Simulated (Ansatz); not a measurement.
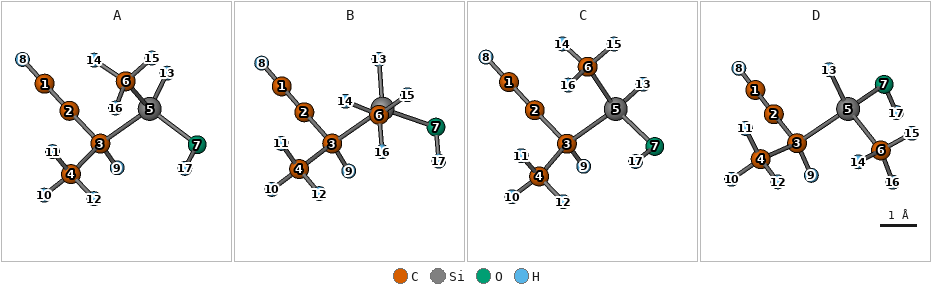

4 geometries from a converged minimum-energy path of C$_{5}$H$_{10}$OSi, shuffled. The picture is a ball-and-stick view, seen from a free direction.

These are results of RKS PBE0-D4/STO-3G in Ansatz 0.2.0, not measurements. Settings: 5 movable images; climbing image; force threshold 0.05 eV/Å; iteration limit 60; starting path through a guess of the saddle point.

Question: Which of them lies highest in energy?

Answer: B. In order along the path, whose images run from 0 to 6: C (image 0, 0.000 eV), A (image 1, +0.023 eV), B (image 3, +0.092 eV), D (image 6, +0.030 eV). The motion is a rotation about the C3–Si5 bond by about 130°, with a turn of about 35° about C1–C2. No bond forms or breaks between the ends.

Limits of the set-up: STO-3G is a minimal basis, so the numbers are rough.

The run took 3.4 min on 1 thread of Arm Neoverse V1, on a shared host, peak memory 0.14 GiB.
